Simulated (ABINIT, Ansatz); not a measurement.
# CsLiMoO4 (F-43m): changed settings of a GW run in ABINIT

What do changed inputs do to GW on CsLiMoO4 (F-43m)?

Method: LDA and many-body steps on it, plane waves, in ABINIT 10.8.3.

### Step 1. The structure

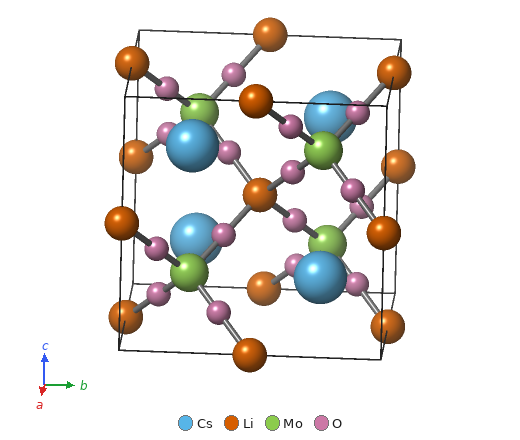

The starting structure, seen slightly off an axis (caesium blue, lithium orange, molybdenum green, oxygen pink). This picture shows the conventional cell, with its axes. Some periodic images of atoms are drawn too.

The cell and positions are those that the Materials Project relaxed with its own functionals (PBE, PBE+U or r2SCAN), kept fixed. Spin-orbit coupling is left out unless a step names it.

### Step 2. Screening, 2×2×2 mesh, 122 bands, screening to 114.3 eV

This step: ABINIT 10.8.3; RPA screening on LDA, plane waves, norm-conserving pseudopotentials.

The RPA dielectric matrix is built and inverted for each q.

run.abi reads:

```
acell 3*1.0 Angstrom
rprim 
  0.000000000000 4.196030970000 4.196030970000
  4.196030970000 -0.000000000000 4.196030970000
  4.196030970000 4.196030970000 0.000000000000
ntypat 4
znucl 55 3 42 8
natom 7
typat 1 2 3 4 4 4 4
xred 
  0.750000000000 0.750000000000 0.750000000000
  0.500000000000 0.500000000000 0.500000000000
  0.250000000000 0.250000000000 0.250000000000
  0.886367480000 0.371210840000 0.371210840000
  0.371210840000 0.371210840000 0.886367480000
  0.371210840000 0.886367480000 0.371210840000
  0.371210840000 0.371210840000 0.371210840000
pp_dirpath "pseudos"
pseudos "Cs.upf, Li.upf, Mo.upf, O.upf"
ecut 36
ngkpt 2 2 2
nshiftk 1
shiftk 0 0 0
kptopt 1
chksymbreak 0
istwfk *1
occopt 1
irdwfk 1
optdriver 3
nband 122
ecuteps 4.2
inclvkb 2
awtr 1
symchi 1
indata_prefix "in"
outdata_prefix "out"
tmpdata_prefix "tmp"
```

Command:

```console
$ OMP_NUM_THREADS=1 mpirun -n 4 abinit run.abi > log
```

Output:

```text
.Version 10.8.3 of ABINIT. v10.8.2 released Aug 2026.

 Symmetries : space group F-4 3 m (#216); Bravais cF (face-center cubic)
[... echo of the input left out ...]
== DATASET  1 ==================================================================
-   mpi_nproc: 4, omp_nthreads: 1 (-1 if OMP is not activated)

--- !DatasetInfo
iteration_state: {dtset: 1, }
dimensions: {natom: 7, nkpt: 3, mband: 122, nsppol: 1, nspinor: 1, nspden: 1, mpw: 10326, }
cutoff_energies: {ecut:  36.0, pawecutdg:  -1.0, }
electrons: {nelect:   5.00000000E+01, charge:   0.00000000E+00, occopt:   1.00000000E+00, tsmear:   1.00000000E-02, }

 SCREENING: Calculation of the susceptibility and dielectric matrices

 Based on a program developped by R.W. Godby, V. Olevano, G. Onida, and L. Reining.
 Incorporated in ABINIT by V. Olevano, G.-M. Rignanese, and M. Torrent.
.Using double precision arithmetic ; gwpc =  8

[... cell and pseudopotentials left out ...]
--------------------------------------------------------------------------------

 ==== K-mesh for the wavefunctions ====
 Number of points in the irreducible wedge :     3
[... list of points left out ...]
 Together with 24 symmetry operations and time-reversal symmetry
 yields     8 points in the full Brillouin Zone.

 ==== Q-mesh for the screening function ====
 Number of points in the irreducible wedge :     3
[... list of points left out ...]
 Together with 24 symmetry operations and time-reversal symmetry
 yields     8 points in the full Brillouin Zone.

 setmesh: FFT mesh size selected  =    45x   45x   45
          total number of points  =        91125

 vcoul_init : cutoff-mode = AUXILIARY_FUNCTION
 q-points for optical limit:   1
     1)      0.000010    0.000020    0.000030

- screening: taking advantage of time-reversal symmetry
- Maximum band index for partially occupied states nbvw = 25
- Remaining bands to be divided among processors   nbcw = 97
- Number of bands treated by each node ~24

 Number of electrons calculated from density =   50.0000; Expected =   50.0000
 average of density, n =  0.050145
 r_s =    1.6823
 omega_plasma =   21.6008 [eV]

 calculating chi0 at frequencies [eV] :
  1    0.000000E+00    0.000000E+00
  2    0.000000E+00    2.160077E+01

--------------------------------------------------------------------------------
  q-point number  1        q = ( 0.000000, 0.000000, 0.000000) [r.l.u.]
--------------------------------------------------------------------------------
[... chi0 elements left out ...]
 For q-point:  0.000010 0.000020 0.000030
  dielectric constant =   2.4829
  dielectric constant without local fields =   3.3158

  Average fulfillment of the sum rule on Im[epsilon] for q-point    1 :     51.01  [%]
[... wings left out ...]
  q-point number  2        q = ( 0.500000, 0.000000, 0.000000) [r.l.u.]
--------------------------------------------------------------------------------
[... chi0 elements left out ...]
  Average fulfillment of the sum rule on Im[epsilon] for q-point    2 :     58.21  [%]

 [... 1 further q-points ...]
```

Wall time 34 s (4 MPI ranks of Arm Neoverse V1, shared host); peak memory 1.8 GiB.

Numbers from this step:

| Quantity | Value |
| --- | --- |
| ε∞ with local fields, on this mesh, along the program's q direction | 2.483 |
| the same without local fields | 3.316 |
| plasma frequency | 21.60 eV |
| plane waves in the screening matrix | 411 |

Local fields lower ε∞ by 25 %. On a Γ-centred mesh this coarse the value itself is usually too large, while a short band sum pulls it down.

### Step 3. Base

The self-energy is evaluated for the states that the input lists, and the levels follow from it, in one-shot runs by the linearised quasiparticle equation.

This step: G0W0 on LDA, plane waves, norm-conserving pseudopotentials.

Edit run.abi of step 2 so:

```diff
@@ -28,8 +28,19 @@
 irdwfk 1
-optdriver 3
+optdriver 4
 nband 122
+gwcalctyp 0
+ecutsigx 36
+symsigma 1
+nkptgw 3
+kptgw 
+  0.5000000000 0.0000000000 0.0000000000
+  0.5000000000 0.5000000000 0.0000000000
+  0.0000000000 0.0000000000 0.0000000000
+bdgw 
+  23 27
+  24 27
+  23 28
 ecuteps 4.2
-inclvkb 2
-awtr 1
-symchi 1
+irdscr 1
+ppmodel 1
 indata_prefix "in"
```

Output:

```text
.Version 10.8.3 of ABINIT. v10.8.2 released Aug 2026.

 Symmetries : space group F-4 3 m (#216); Bravais cF (face-center cubic)
[... echo of the input left out ...]
== DATASET  1 ==================================================================
-   mpi_nproc: 4, omp_nthreads: 1 (-1 if OMP is not activated)

--- !DatasetInfo
iteration_state: {dtset: 1, }
dimensions: {natom: 7, nkpt: 3, mband: 122, nsppol: 1, nspinor: 1, nspden: 1, mpw: 10326, }
cutoff_energies: {ecut:  36.0, pawecutdg:  -1.0, }
electrons: {nelect:   5.00000000E+01, charge:   0.00000000E+00, occopt:   1.00000000E+00, tsmear:   1.00000000E-02, }

 SIGMA: Calculation of the GW corrections

 Based on a program developped by R.W. Godby, V. Olevano, G. Onida, and L. Reining.
 Incorporated in ABINIT by V. Olevano, G.-M. Rignanese, and M. Torrent.
.Using double precision arithmetic ; gwpc =  8

[... cell and pseudopotentials left out ...]
--------------------------------------------------------------------------------

 ==== K-mesh for the wavefunctions ====
 Number of points in the irreducible wedge :     3
[... list of points left out ...]
 Together with 24 symmetry operations and time-reversal symmetry
 yields     8 points in the full Brillouin Zone.

 ==== Q-mesh for screening function ====
 Number of points in the irreducible wedge :     3
[... list of points left out ...]
 Together with 24 symmetry operations and time-reversal symmetry
 yields     8 points in the full Brillouin Zone.

 vcoul_init : cutoff-mode = AUXILIARY_FUNCTION
 q-points for optical limit:   1
     1)      0.000010    0.000020    0.000030
 setmesh: FFT mesh size selected  =    64x   64x   64
          total number of points  =       262144

 Number of electrons calculated from density =   50.0000; Expected =   50.0000
 average of density, n =  0.050145
 r_s =    1.6823
 omega_plasma =   21.6008 [eV]

 === KS Band Gaps ===
  >>>> For spin  1
   Minimum direct gap =   4.4927 [eV], located at k-point      :   0.0000  0.0000  0.0000
   Fundamental gap    =   4.4330 [eV], Top of valence bands at :   0.5000  0.0000  0.0000
                                       Bottom of conduction at :   0.5000  0.5000  0.0000
 SIGMA fundamental parameters:
 PLASMON POLE MODEL  1
 number of plane-waves for SigmaX                10177
 number of plane-waves for SigmaC and W            411
 number of plane-waves for wavefunctions         10177
 number of bands                                   122
 number of independent spin polarizations            1
 number of spinorial components                      1
 number of k-points in IBZ                           3
 number of q-points in IBZ                           3
 number of symmetry operations                      24
 number of k-points in BZ                            8
 number of q-points in BZ                            8
 number of frequencies for dSigma/dE                 9
 frequency step for dSigma/dE [eV]                0.25
 number of omega for Sigma on real axis              0
 max omega for Sigma on real axis  [eV]           0.00
 zcut for avoiding poles [eV]                     0.10

 EPSILON^-1 parameters (SCR file):
 dimension of the eps^-1 matrix on file            411
 dimension of the eps^-1 matrix used               411
 number of plane-waves for wavefunctions         10177
 number of bands                                   122
 number of q-points in IBZ                           3
 number of frequencies                               2
 number of real frequencies                          1
 number of imag frequencies                          1

 matrix elements of self-energy operator (all in [eV])

 Perturbative Calculation

--- !SelfEnergy_ee
iteration_state: {dtset: 1, }
kpoint     : [   0.500,    0.000,    0.000, ]
spin       : 1
KS_gap     :    4.811
QP_gap     :    7.979
Delta_QP_KS:    3.168
data: !SigmaeeData |
     Band     E0 <VxcDFT>   SigX SigC(E0)      Z dSigC/dE  Sig(E)    E-E0       E
       23  -0.533 -18.332 -23.077   4.117   0.776  -0.288 -18.820  -0.488  -1.020
       24  -0.533 -18.332 -23.077   4.117   0.776  -0.288 -18.820  -0.488  -1.020
       25  -0.050 -19.196 -23.868   4.151   0.775  -0.291 -19.599  -0.404  -0.454
       26   4.761 -19.233 -13.701  -2.113   0.809  -0.237 -16.469   2.764   7.525
       27   4.761 -19.233 -13.701  -2.113   0.809  -0.237 -16.469   2.764   7.525

--- !SelfEnergy_ee
iteration_state: {dtset: 1, }
kpoint     : [   0.500,    0.500,    0.000, ]
spin       : 1
KS_gap     :    4.791
QP_gap     :    7.848
Delta_QP_KS:    3.058
data: !SigmaeeData |
     Band     E0 <VxcDFT>   SigX SigC(E0)      Z dSigC/dE  Sig(E)    E-E0       E
       24  -0.408 -18.609 -23.316   4.112   0.777  -0.288 -19.072  -0.462  -0.870
[...]
--- !SelfEnergy_ee
iteration_state: {dtset: 1, }
kpoint     : [   0.000,    0.000,    0.000, ]
spin       : 1
KS_gap     :    4.493
QP_gap     :    6.162
Delta_QP_KS:    1.669
data: !SigmaeeData |
     Band     E0 <VxcDFT>   SigX SigC(E0)      Z dSigC/dE  Sig(E)    E-E0       E
[...]
26   4.438  -6.987  -2.967  -2.585   0.881  -0.134  -5.722   1.265   5.703
       27   4.580 -18.723 -13.157  -2.206   0.812  -0.232 -15.995   2.728   7.308
       28   4.580 -18.723 -13.157  -2.206   0.812  -0.232 -15.995   2.728   7.308

 New Fermi energy :        9.636512E-02 Ha ,    2.622228E+00 eV

 === QP Band Gaps ===
  >>>> For spin  1
   Minimum direct gap =   6.1615 [eV], located at k-point      :   0.0000  0.0000  0.0000
   Fundamental gap    =   6.1562 [eV], Top of valence bands at :   0.5000  0.0000  0.0000
                                       Bottom of conduction at :   0.0000  0.0000  0.0000

== END DATASET(S) ==============================================================
================================================================================

 -outvars: echo values of variables after computation  --------
           etotal      0.0000000000E+00
            nband         122
             nkpt           3
          spgroup         216
 [... the other variables as echoed above ...]

 Calculation completed.
```

Wall time 21 s (4 MPI ranks); peak memory 1.3 GiB.

Numbers from this step:

- G0W0 gap on the points computed: 6.157 eV
- starting gap on the mesh: 4.433 eV
- k of the valence top: 0.5, 0, 0
- k of the conduction bottom: 0, 0, 0
- Z at the valence top: 0.775
- Z at the conduction bottom: 0.881
- least direct G0W0 gap on the computed points: 6.162 eV

The gap on the mesh goes from 4.43 eV to 6.16 eV, a correction of +1.72 eV.

(Part 1 of 2 ends here.)

[Paths, hosts, dates, memory and timing lines, banners, echoed tables and standing remarks are left out of the program output.]

[Logs are printed without paths, hosts, clocks, repeated set-up lines and the standing remarks that a program may print on its own settings, such as how far it seeks lower states.]

[Runs of the session that timed out or met a known fault of the program may be left out.]

[Hosts, paths, dates, database ids (printed as entryN), source tags and the programs' standing remarks are cut or masked in the printed files.]

[G0W0 gaps are taken among the corrected bands and points alone; a level outside them can change the order at an edge.]

[Where Ansatz stands beside ABINIT at settings called matched, ABINIT's density can come from a denser mesh and the files from another edition; pairs whose starting gaps differed by over 0.03 eV were left out, so agreement reads better than it is.]
